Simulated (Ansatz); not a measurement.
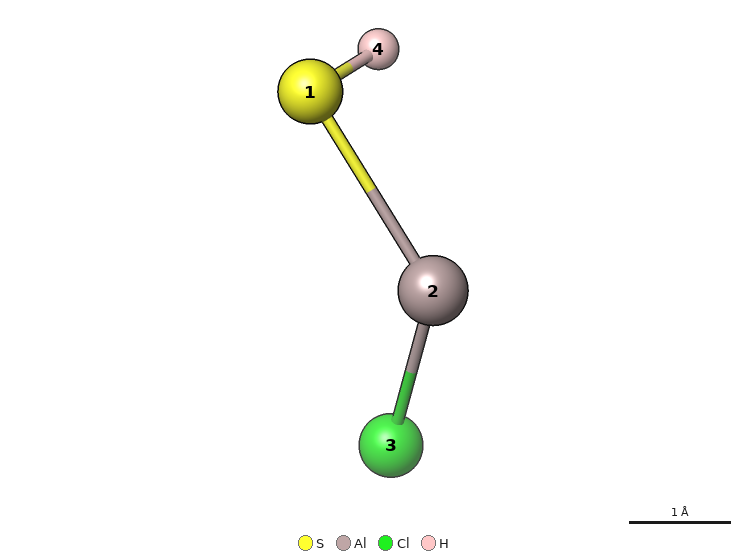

Simulated data, not a measurement (program: Ansatz).

Orthographic view. Distant atoms are faded towards the background colour. State: neutral, doublet. Geometry: atoms displaced at random (about 0.05 Å) from a stationary point of GFN2-xTB.

Give the geometry as a Z-matrix, atoms in numerical order, with these reference atoms: 2 to 1; 3 to 2, 1; 4 to 1, 2, 3.

```
S  
Al   1   2.324
Cl   2   2.004   1   125.8
H    1   1.258   2    87.0   3   -84.8
```
